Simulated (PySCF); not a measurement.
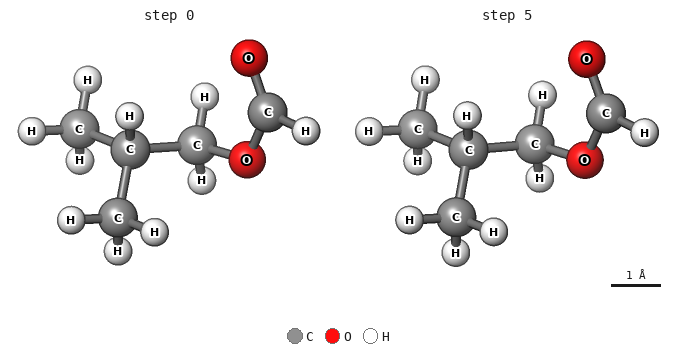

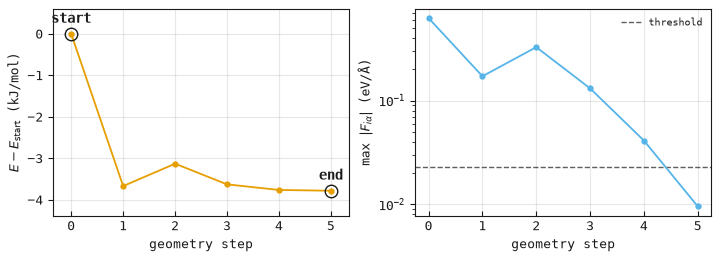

First and last geometry of a relaxation of C₅H₁₀O₂, with the history of the run. The picture is a ball-and-stick view, seen at a tilt.

The start comes from GFN2-xTB.

The calculation used PBE0-D3(BJ)/def2-SVP geometry optimisation, gas phase in PySCF 2.14.0, density-fitted response routines. 

Q: Read the history and describe the run.

A: It converged. The largest move after the best rigid fit is that of an H atom, 0.057 Å. By element the largest moves are H 0.057 Å, O 0.033 Å, C 0.024 Å. Some distances before and after: C–H 1.088 → 1.103 Å, C–O 1.318 → 1.330 Å, C–C 1.532 → 1.522 Å, C–H 1.104 → 1.110 Å. Over 5 geometry steps the energy falls by 3.78 kJ/mol. The largest force component goes from 0.62 to 0.0096 eV/Å. The run took roughly 80 core-seconds on a shared host.
